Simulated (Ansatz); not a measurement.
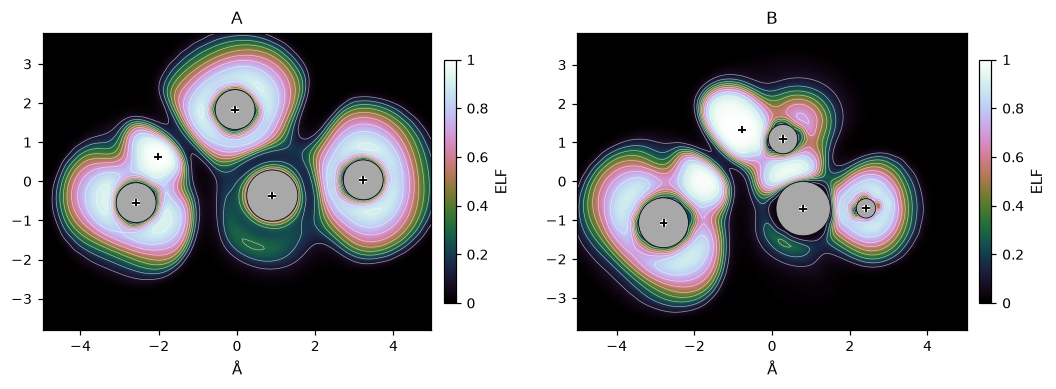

The ELF of 2 systems, each on a plane through atoms (crosses mark nuclei in the plane; grey discs cover the cores).

All numbers below come from Ansatz 0.2.0, RKS r2SCAN-D4/def2-SVP.

System 1: CH$_{4}$F$_{2}$Si···HBr, the plane of atoms F4, Si1 and C7. Not at a stationary point (largest force 1.3 eV/Å).

```xyz
10

Si   -0.7576    0.5824   -0.4528
Br   -0.4695   -2.9820    0.0674
F    -0.5591   -0.1380   -1.8847
F    -1.0218    2.1492   -0.7567
H    -1.9574    0.0393    0.2117
H     0.3968   -1.7872    0.0963
C     0.8312    0.5115    0.5184
H     1.2821   -0.4692    0.7271
H     0.6661    0.9937    1.4957
H     1.5892    1.1004   -0.0224
```

System 2: CH$_{4}$Cl$_{2}$Sn···HCl, the plane of atoms Cl3, Sn1 and Cl4. Core potentials replace the inner electrons of Sn.

| atom | x (Å) | y (Å) | z (Å) |
| --- | --- | --- | --- |
| Sn | -0.9231 | -0.0754 | -0.4593 |
| H | -1.0454 | -1.3593 | -1.5706 |
| Cl | -3.1348 | 0.6234 | -0.0223 |
| Cl | 0.0217 | 1.7681 | -1.6615 |
| C | 0.0755 | -0.1597 | 1.4237 |
| H | 1.8828 | 0.4134 | -1.6294 |
| Cl | 2.4003 | -0.7301 | -1.2727 |
| H | -0.6846 | -0.1676 | 2.2158 |
| H | 0.7095 | -1.0549 | 1.4730 |
| H | 0.6981 | 0.7420 | 1.5034 |

Question: Match each panel to its system.

Answer: Panel A is system 2, CH$_{4}$Cl$_{2}$Sn···HCl: the plane holds Sn, Cl and H. Cl4···H6 (2.30 Å): the ELF dips to about 0.15 between them. Panel B is system 1, CH$_{4}$F$_{2}$Si···HBr: the plane holds Si, Br, F, C and H. Si–F (1.62 Å): the ELF peaks at about 0.85 in the valence shell of F, 0.7 Å from its nucleus, and is about 0.45 at the midpoint.
